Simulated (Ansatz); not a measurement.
# BCCD(T)/STO-3G run of BF (13768-60-0)

What is the vertical electron affinity of BF (13768-60-0) at BCCD(T)/STO-3G? 

The results are computed with Ansatz 0.2.0.

### 1 The structure to begin with

BF has 2 atoms, charge 0, and is taken as a singlet. SMILES: `[B]F`. Geometry: relaxed at PBE0-D4/def2-TZVP.

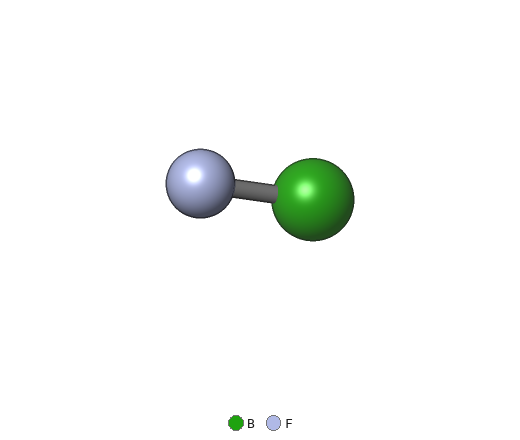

Viewed from a chosen angle; boron green, fluorine light blue.

### 2 The energy at BCCD(T)/STO-3G

in.yaml reads:

```yaml
crystal:
  periodic: [false, false, false]
  atoms:
    - {symbol: B, position_ang: [0.000000, -0.000000, -0.009350]}
    - {symbol: F, position_ang: [-0.000000, 0.000000, 1.253740]}
basis:
  gaussian:
    orbitals: STO-3G
correlation:
  method: bccd_t
  frozen_orbitals: {B: 1, F: 1}
accuracy: high
scf:
  omitted_lower_state_checks: [cluster_reference, increment]
```

Launch:

```bash
$ ansatz run in.yaml --threads 1 --pin off --max-ram 3480MiB --events-out events.jsonl --progress --plain --runs-dir runs
```

The program printed, cut to the lines that bear on the results:

```text
Warning: RAYON_NUM_THREADS=1 ignored (pool sized by the plan → 1); use --threads N
Functional definition: HF
  name "HF"
[...]
149 factors; integrals over basis functions are off by at most 3.9e-8 eV
[...]
mean field -3329.48003742 eV, -122.3561345724 hartree, gradient 7.8e-8 eV, S^2 0.000000; 0 other end points of the search recorded, 0 dependent functions left out
2 core orbitals not correlated: weight in the atoms' cores, before any rotation towards them, 1.000 or more for the frozen orbitals, at most 0.000 for the correlated occupied ones
reference -3329.48003742 eV, -122.3561345724 hartree; 5, 5 occupied and 3, 3 virtual orbitals, 149 factors
second order -1.68788110 eV of doubles, -0.00000000 eV of singles
cycle   1  -1.76680239 eV  change   -7.9e-2 eV  update   9.5e-2
[...]
cycle  19  -2.08230325 eV  change  -9.7e-11 eV  update  7.4e-11
perturbative correction -0.23067745 eV, -0.0084772398 hartree
Total energy: -3331.79301811 eV, -122.4411350452 hartree
Checks for a lower state left out: cluster_reference, increment
```

Wall time 0.14 s (1 thread of Intel Xeon 6975P-C (Granite Rapids), shared host).

### 3 The doublet anion

run.yaml reads:

```yaml
crystal:
  periodic: [false, false, false]
  atoms:
    - {symbol: B, position_ang: [0.000000, -0.000000, -0.009350]}
    - {symbol: F, position_ang: [-0.000000, 0.000000, 1.253740]}
basis:
  gaussian: {orbitals: STO-3G}
total_charge: -1
magnetization: {spin_polarized: true, initial_magnetization: 1}
correlation: {method: bccd_t, frozen_orbitals: {B: 1, F: 1}}
accuracy: high
scf: {omitted_lower_state_checks: [cluster_reference, increment]}
```

Launch:

```bash
$ ansatz run run.yaml --threads 1 --pin off --max-ram 3480MiB --events-out events.jsonl --progress --plain --runs-dir runs
```

The program printed, cut to the lines that bear on the results:

```text
Warning: RAYON_NUM_THREADS=1 ignored (pool sized by the plan → 1); use --threads N
[... 2 set-up lines as earlier in the session ...]
[...]
149 factors; integrals over basis functions are off by at most 3.9e-8 eV
[...]
mean field -3320.68698284 eV, -122.0329957769 hartree, gradient 8.8e-9 eV, S^2 0.752717; 4 other end points of the search recorded, 0 dependent functions left out
2 core orbitals not correlated: weight in the atoms' cores, before any rotation towards them, 1.000 or more for the frozen orbitals, at most 0.000 for the correlated occupied ones
reference -3320.68698284 eV, -122.0329957769 hartree; 6, 5 occupied and 2, 3 virtual orbitals, 149 factors
second order -0.96271397 eV of doubles, -0.00000000 eV of singles
cycle   1  -1.10652261 eV  change   -1.4e-1 eV  update   6.0e-2
[...]
cycle  18  -1.26769865 eV  change  -5.6e-10 eV  update  4.8e-10
perturbative correction -0.08391288 eV, -0.0030837415 hartree
Total energy: -3322.03859437 eV, -122.0826665846 hartree
Checks for a lower state left out: cluster_reference, increment
```

Run time: 0.26 s. Hardware: 1 thread of Intel Xeon 6975P-C (Granite Rapids), shared host.

### 4 Results

At BCCD(T)/STO-3G, 2 core orbitals frozen:

| quantity | value |
| --- | --- |
| singlet BF: total energy | -122.44114 Eh |
| singlet BF: correlation energy (2 core orbitals frozen) | -85.0 mEh |
| singlet BF: (T) correction | -8.48 mEh |
| singlet BF: T1 diagnostic | 0.019 |
| doublet anion: total energy | -122.08267 Eh |
| doublet anion: correlation energy (2 core orbitals frozen) | -49.7 mEh |
| doublet anion: (T) correction | -3.08 mEh |
| doublet anion: ⟨S²⟩ | 0.753 |
| doublet anion: T1 diagnostic | 0.012 |
| vertical electron affinity (to the doublet anion) | -9.754 eV |

In words: The anion lies 9.75 eV (941 kJ/mol) above the neutral: the electron isn't bound at this level, and such a value depends on the basis. Without diffuse functions anions come out too high. The triples (singlet BF) make up 10.0 % of the correlation energy. The triples (doublet anion) make up 6.2 % of the correlation energy.
